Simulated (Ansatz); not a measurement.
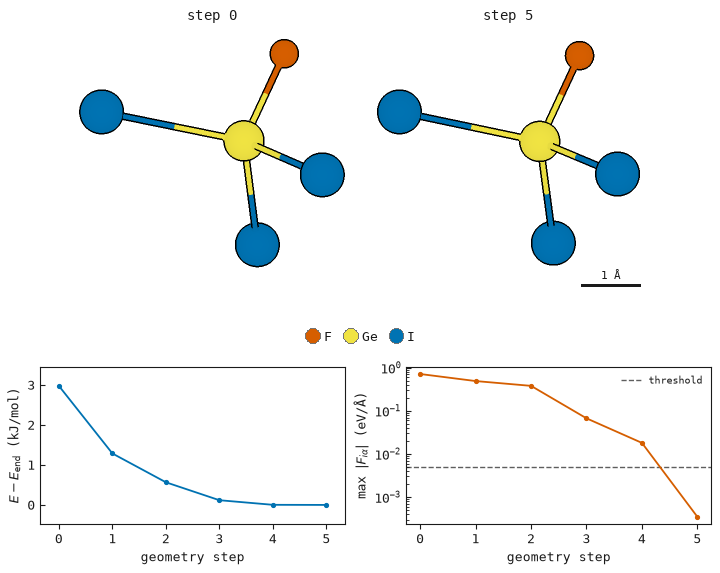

First and last geometry of a relaxation of GeI$_{3}$F, with the history of the run. A ball-and-stick model, seen from a free direction.

The start comes from PBE-D4/def2-SVP.

Method: RKS PBE0-D4/def2-TZVP (Ansatz).

Input file:
```yaml
crystal:
  periodic: [false, false, false]
  atoms:
    - {symbol: F, position_ang: [-0.364485, -0.045820, 1.793235]}
    - {symbol: Ge, position_ang: [-0.007852, -0.016114, 0.078172]}
    - {symbol: I, position_ang: [1.911084, -1.605840, -0.293088]}
    - {symbol: I, position_ang: [-2.094287, -0.763803, -1.119239]}
    - {symbol: I, position_ang: [0.605440, 2.357777, -0.500580]}
basis:
  gaussian: {orbitals: def2-TZVP}
hamiltonian: {xc: pbe0, dispersion: d4}
relax: {f_tol: 0.005, max_steps: 150}
```

Run as
```bash
ansatz run in.yaml --threads 4 --pin off --events-out ev --progress --plain --max-ram 11315MiB
```

Read the history and describe the run.

Answer. It converged. Over 5 geometry steps the energy falls by 2.98 kJ/mol. The largest force component goes from 0.72 to 0.00035 eV/Å. The atom that moves furthest after the best rigid fit is F1 (0.036 Å). Largest moves by element: F 0.036 Å, I 0.032 Å, Ge 0.011 Å. Some distances before and after: Ge2–I3 2.519 → 2.486 Å, F1–Ge2 1.752 → 1.727 Å. The run took 96 s on 4 threads of Intel Xeon @ 2.50GHz, on a shared host.

| step | E − E(0), kJ/mol | largest force component, eV/Å |
| --- | --- | --- |
| 0 | 0.00 | 0.7154 |
| 1 | -1.69 | 0.4910 |
| 2 | -2.41 | 0.3799 |
| 3 | -2.86 | 0.0671 |
| 4 | -2.97 | 0.0181 |
| 5 | -2.98 | 0.0003 |
